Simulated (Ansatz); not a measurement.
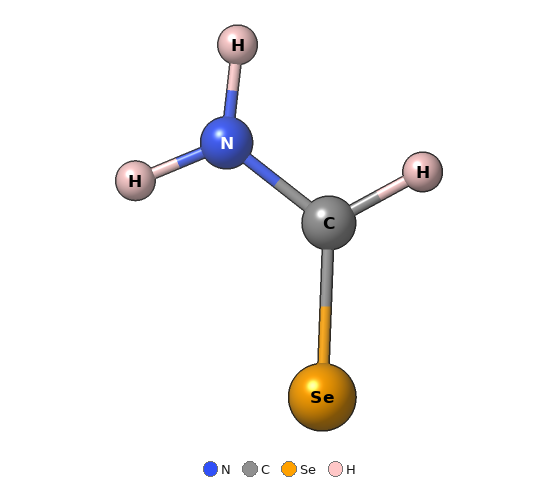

All atoms lie in one plane, which faces the viewer. Computed geometry: PBE0-D4/def2-TZVP optimisation. No frequency run is at hand to confirm it as a minimum.

> List the symmetry elements and name the point group.

It has 1 mirror plane, so the point group is Cs. The group has 2 operations. The geometry is achiral, and symmetry allows a dipole moment.
